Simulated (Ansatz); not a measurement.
# Molecular dynamics, with input and output: AlH2ClO2 (part 4 of 4)

Continued. System: AlH2ClO2. Method: RKS PBE/6-31G* (Ansatz 0.2.0). It belongs to a series of runs on one base structure; here: dynamics from the start.

Geometry of the input (Å):
```
Al 0.0565  -0.2427  0.0938
Cl -0.1811  0.1280  2.1563
O  1.6516  -0.3157  -0.5301
H  1.7384  -0.4816  -1.4867
O  -1.2911  -0.4676  -0.9479
H  -2.1841  -0.4189  -0.5618
```

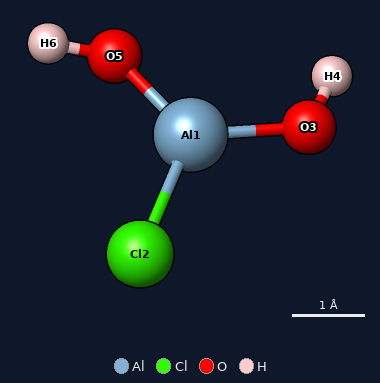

The geometry at step 333 of the log (ball-and-stick view, seen at a tilt; atoms are numbered from 1 in the order of the input).

Trajectory as extended XYZ, continued:
```
6
Properties=species:S:1:pos:R:3:forces:R:3 step=167 time_fs=83.5 energy=-23236.35309 temperature=46.7
Al    0.0821   -0.2831    0.0948   -1.2671   0.0348  -0.2779
Cl   -0.2015    0.1271    2.0751   -0.1167   0.1976   1.3102
O     1.6381   -0.3446   -0.4800    1.6291  -0.1550  -2.1445
H     1.7398   -0.3987   -1.4807   -0.0502   0.0292   1.4065
O    -1.2986   -0.4304   -0.9048   -0.0934  -0.1238  -0.2605
H    -2.1487   -0.4029   -0.4318   -0.1017   0.0172  -0.0339
6
Properties=species:S:1:pos:R:3:forces:R:3 step=183 time_fs=91.5 energy=-23236.40081 temperature=138.7
Al    0.0621   -0.2947    0.1040    0.2305   0.0270  -0.9556
Cl   -0.1957    0.1299    2.0834   -0.1371   0.1788   1.2702
O     1.6555   -0.3302   -0.5092   -0.0290   0.0595   1.2807
H     1.7392   -0.4059   -1.4501    0.2037  -0.1498  -1.4306
O    -1.2991   -0.4326   -0.9289   -0.2881  -0.1114   0.0474
H    -2.1416   -0.3941   -0.4315    0.0200  -0.0040  -0.2121
6
Properties=species:S:1:pos:R:3:forces:R:3 step=200 time_fs=100.0 energy=-23236.43923 temperature=212.9
Al    0.0446   -0.3057    0.0925    0.9191   0.2202  -0.4975
Cl   -0.1920    0.1360    2.1150   -0.0867  -0.0014   0.4458
O     1.6779   -0.3138   -0.5075   -0.5647  -0.1189  -0.2007
H     1.7488   -0.4217   -1.4820    0.0112   0.0141   0.3194
O    -1.3094   -0.4398   -0.9539    0.0325  -0.1135   0.0263
H    -2.1362   -0.3848   -0.4434   -0.3113  -0.0006  -0.0932
6
Properties=species:S:1:pos:R:3:forces:R:3 step=217 time_fs=108.5 energy=-23236.41549 temperature=167.2
Al    0.0481   -0.3112    0.0690    0.3325   0.4035   0.3807
Cl   -0.1900    0.1421    2.1552    0.0015  -0.1999  -0.5070
O     1.6782   -0.3023   -0.5076   -0.2372  -0.2963  -1.3861
H     1.7605   -0.4370   -1.5049   -0.0834   0.1777   1.3921
O    -1.3197   -0.4517   -0.9763    0.1047  -0.0649   0.2944
H    -2.1486   -0.3757   -0.4634   -0.1182  -0.0202  -0.1741
6
Properties=species:S:1:pos:R:3:forces:R:3 step=233 time_fs=116.5 energy=-23236.37669 temperature=92.3
Al    0.0596   -0.3071    0.0545   -0.2999   0.4397   0.7749
Cl   -0.1881    0.1444    2.1848    0.0914  -0.2912  -1.0345
O     1.6667   -0.3006   -0.5451   -0.3931   0.2125   2.0071
H     1.7691   -0.4444   -1.4656    0.2994  -0.3206  -2.0571
O    -1.3250   -0.4654   -0.9861    0.1907   0.0056   0.5221
H    -2.1682   -0.3684   -0.4928    0.1115  -0.0460  -0.2125
6
Properties=species:S:1:pos:R:3:forces:R:3 step=250 time_fs=125.0 energy=-23236.40053 temperature=138.2
Al    0.0632   -0.2920    0.0586   -1.0402   0.3506   0.9836
Cl   -0.1844    0.1415    2.1973    0.1085  -0.2656  -1.0761
O     1.6450   -0.2949   -0.5358    0.7409  -0.2558  -1.2256
H     1.7916   -0.4654   -1.5074   -0.1856   0.1783   1.0128
O    -1.3215   -0.4800   -0.9762    0.4168   0.0177   0.3281
H    -2.1842   -0.3635   -0.5367   -0.0404  -0.0252  -0.0228
6
Properties=species:S:1:pos:R:3:forces:R:3 step=267 time_fs=133.5 energy=-23236.45600 temperature=245.3
Al    0.0454   -0.2680    0.0858    0.3228   0.1674   0.2982
Cl   -0.1787    0.1336    2.1893    0.0702  -0.1357  -0.6257
O     1.6459   -0.2971   -0.5571   -0.1274  -0.0916  -0.1492
H     1.8051   -0.4790   -1.5100   -0.2319   0.0827   0.4460
O    -1.3037   -0.4938   -0.9520   -0.1978   0.0332   0.0865
H    -2.2001   -0.3607   -0.5840    0.1641  -0.0560  -0.0558
6
Properties=species:S:1:pos:R:3:forces:R:3 step=283 time_fs=141.5 energy=-23236.41974 temperature=175.4
Al    0.0344   -0.2417    0.1181    1.1534  -0.1130  -0.7844
Cl   -0.1721    0.1237    2.1709    0.0169   0.0467   0.1611
O     1.6426   -0.3014   -0.5782   -0.9533   0.3370   1.9546
H     1.8052   -0.4888   -1.4935   -0.0221  -0.2568  -1.2522
O    -1.2919   -0.5056   -0.9256   -0.1860   0.0111  -0.1478
H    -2.2073   -0.3613   -0.6309   -0.0088  -0.0250   0.0687
6
Properties=species:S:1:pos:R:3:forces:R:3 step=300 time_fs=150.0 energy=-23236.38787 temperature=113.9
Al    0.0464   -0.2165    0.1341   -0.0846  -0.3190  -1.1039
Cl   -0.1648    0.1140    2.1546   -0.0351   0.1926   0.8408
O     1.6101   -0.2974   -0.5465    0.6708  -0.2996  -1.4647
H     1.7968   -0.5080   -1.5204   -0.5797   0.3803   1.7253
O    -1.2857   -0.5175   -0.9031    0.0851   0.0347  -0.1689
H    -2.2154   -0.3634   -0.6761   -0.0564   0.0109   0.1715
6
Properties=species:S:1:pos:R:3:forces:R:3 step=317 time_fs=158.5 energy=-23236.40140 temperature=139.8
Al    0.0584   -0.1990    0.1234   -0.6332  -0.3057  -0.5556
Cl   -0.1580    0.1080    2.1534   -0.0068   0.2000   0.7406
O     1.5989   -0.3013   -0.5535    0.5490   0.2976   1.0684
H     1.7563   -0.5091   -1.4661    0.0755  -0.2417  -1.1475
O    -1.2790   -0.5278   -0.8883   -0.2852   0.0751  -0.2608
H    -2.2240   -0.3653   -0.7101    0.3007  -0.0253   0.1548
6
Properties=species:S:1:pos:R:3:forces:R:3 step=333 time_fs=166.5 energy=-23236.42350 temperature=182.4
Al    0.0555   -0.1895    0.1009   -0.6052  -0.1784   0.3787
Cl   -0.1517    0.1058    2.1651    0.0124   0.1393   0.2274
O     1.6128   -0.2964   -0.5327    0.6818   0.1284   0.2254
H     1.7173   -0.5203   -1.4633    0.0589  -0.1001  -0.5260
O    -1.2809   -0.5351   -0.8852    0.0297  -0.0507  -0.5380
H    -2.2186   -0.3679   -0.7316   -0.1778   0.0614   0.2324
6
Properties=species:S:1:pos:R:3:forces:R:3 step=350 time_fs=175.0 energy=-23236.39770 temperature=132.8
Al    0.0396   -0.1841    0.0855    0.3079  -0.1305   0.7586
Cl   -0.1450    0.1061    2.1819   -0.0209   0.0845  -0.2080
O     1.6518   -0.2869   -0.5042   -0.0830  -0.3709  -1.7159
H     1.6812   -0.5368   -1.4887    0.0362   0.4249   1.5566
O    -1.2840   -0.5446   -0.9041   -0.1728  -0.0405  -0.5731
H    -2.2211   -0.3673   -0.7396   -0.0673   0.0324   0.1819
6
Properties=species:S:1:pos:R:3:forces:R:3 step=367 time_fs=183.5 energy=-23236.37630 temperature=91.5
Al    0.0308   -0.1825    0.0875    0.8595  -0.2891   0.2002
Cl   -0.1386    0.1081    2.1949   -0.0483   0.0538  -0.3995
O     1.6858   -0.2878   -0.5275   -1.2509   0.4995   1.8051
H     1.6484   -0.5328   -1.4413    0.1707  -0.4077  -1.6701
O    -1.2929   -0.5549   -0.9455    0.0172   0.1837  -0.0285
H    -2.2273   -0.3646   -0.7351    0.2518  -0.0402   0.0928
6
Properties=species:S:1:pos:R:3:forces:R:3 step=383 time_fs=191.5 energy=-23236.40095 temperature=138.9
Al    0.0394   -0.1876    0.0949   -0.2274  -0.3762  -0.1389
Cl   -0.1335    0.1110    2.2004   -0.0821   0.0372  -0.4024
O     1.6738   -0.2762   -0.5066   -0.8025  -0.1416  -0.5352
H     1.6285   -0.5437   -1.4597    0.2550   0.1778   0.4616
O    -1.2990   -0.5578   -0.9861    0.6914   0.3365   0.5335
H    -2.2197   -0.3641   -0.7244    0.1656  -0.0338   0.0814
6
Properties=species:S:1:pos:R:3:forces:R:3 step=400 time_fs=200.0 energy=-23236.40874 temperature=154.1
Al    0.0426   -0.2020    0.1006   -1.1114  -0.2571   0.0667
Cl   -0.1296    0.1147    2.1986   -0.1091   0.0201  -0.3347
O     1.6310   -0.2678   -0.4995    0.3374  -0.3577  -1.3439
H     1.6231   -0.5465   -1.4613    0.1926   0.3335   0.9522
O    -1.2804   -0.5470   -1.0077    0.3601   0.3576   0.7099
H    -2.1980   -0.3664   -0.7085    0.3304  -0.0964  -0.0503
6
Properties=species:S:1:pos:R:3:forces:R:3 step=417 time_fs=208.5 energy=-23236.40914 temperature=155.0
Al    0.0222   -0.2228    0.1079    0.0220  -0.0114   0.3460
Cl   -0.1278    0.1189    2.1904   -0.1377   0.0119  -0.1611
O     1.5970   -0.2691   -0.5299    0.2724   0.5381   1.8901
H     1.6323   -0.5351   -1.4267    0.2180  -0.5613  -2.1147
O    -1.2468   -0.5218   -1.0016   -0.2226   0.0762   0.0706
H    -2.1578   -0.3747   -0.6951   -0.1521  -0.0536  -0.0311
6
Properties=species:S:1:pos:R:3:forces:R:3 step=433 time_fs=216.5 energy=-23236.38965 temperature=117.2
Al    0.0022   -0.2428    0.1229    0.9877   0.1610   0.4688
Cl   -0.1287    0.1231    2.1800   -0.1925   0.0349   0.1994
O     1.5789   -0.2585   -0.5163    0.6352  -0.4450  -1.3212
H     1.6518   -0.5448   -1.4770   -0.1206   0.4224   1.2468
O    -1.2232   -0.4947   -0.9928   -0.6710  -0.1582  -0.6157
H    -2.1291   -0.3861   -0.6843   -0.6388  -0.0151   0.0218
6
Properties=species:S:1:pos:R:3:forces:R:3 step=450 time_fs=225.0 energy=-23236.41019 temperature=156.7
Al    0.0043   -0.2607    0.1471    1.0800   0.0708  -0.7158
Cl   -0.1332    0.1283    2.1731   -0.1953   0.0790   0.6146
O     1.5826   -0.2608   -0.5385    0.1337  -0.1444   0.0201
H     1.6665   -0.5353   -1.4749   -0.1189   0.1108   0.2468
O    -1.2252   -0.4713   -1.0046   -0.6447  -0.0728  -0.0604
H    -2.1360   -0.3997   -0.6727   -0.2546  -0.0434  -0.1052
6
Properties=species:S:1:pos:R:3:forces:R:3 step=467 time_fs=233.5 energy=-23236.40739 temperature=151.4
Al    0.0314   -0.2766    0.1540   -0.0981   0.0473  -1.3901
Cl   -0.1415    0.1349    2.1773   -0.1349   0.0371   0.5227
O     1.5933   -0.2676   -0.5544    0.0517   0.2331   1.4385
H     1.6746   -0.5208   -1.4665    0.0307  -0.2991  -1.1978
O    -1.2520   -0.4513   -1.0184    0.1746   0.0040   0.7059
H    -2.1622   -0.4159   -0.6673   -0.0240  -0.0225  -0.0792
6
Properties=species:S:1:pos:R:3:forces:R:3 step=483 time_fs=241.5 energy=-23236.40360 temperature=144.3
Al    0.0549   -0.2900    0.1314   -1.2406   0.2478  -0.3734
Cl   -0.1516    0.1416    2.1900   -0.0429  -0.1083  -0.0962
O     1.6091   -0.2690   -0.5301    0.8837  -0.5204  -1.7203
H     1.6820   -0.5192   -1.5083   -0.1418   0.4234   1.5396
O    -1.2729   -0.4326   -1.0064    0.4191  -0.0462   0.6472
H    -2.1888   -0.4326   -0.6670    0.1225   0.0037   0.0030
6
Properties=species:S:1:pos:R:3:forces:R:3 step=500 time_fs=250.0 energy=-23236.42804 temperature=191.3
Al    0.0550   -0.2978    0.0980    0.0959   0.4882   0.6308
Cl   -0.1632    0.1466    2.2014    0.0622  -0.2402  -0.6970
O     1.6538   -0.2871   -0.5525   -0.3663   0.0932   1.1545
H     1.6835   -0.4978   -1.4832    0.1341  -0.2200  -1.1003
O    -1.2808   -0.4151   -0.9688   -0.1465  -0.1480  -0.0369
H    -2.2085   -0.4501   -0.6669    0.2206   0.0267   0.0490
```
